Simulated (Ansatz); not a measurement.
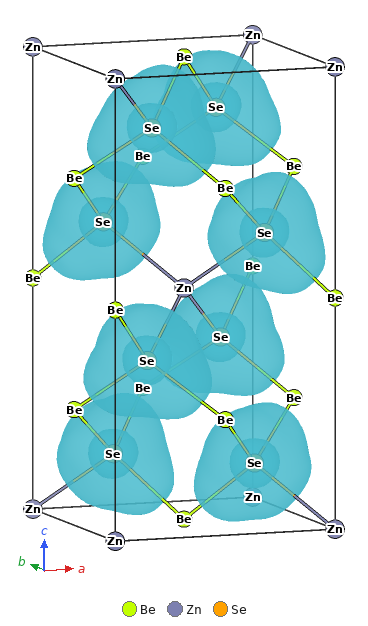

Figure 1: Be3ZnSe4. Isosurface of the electron localisation function at 0.65 (cyan), seen slightly off an axis. Only the valence region is drawn (cores and ρ < 0.01 e/Å³ removed). Sticks mark near contacts.

Space group I-42m; a structure generated by program, which may or may not match a known phase.

Computed with DFT PBE, scalar-relativistic, plane waves, PAW (Ansatz 0.2.0).

Core electrons are frozen (PAW), and the valence fields are smoothed inside the atomic spheres.

Question: Describe the localisation domains.

Answer: The ELF exceeds this value in eight regions wrapped around Se (the valence shell of each), counted in one cell of 16 atoms. Regions shared between cells count once.

Values along the shortest contacts:
Be–Se (2.24 Å): the ELF peaks at about 0.90 between the atoms (a polar covalent bond). Zn–Se (2.44 Å): the ELF is about 0.60 at the midpoint.
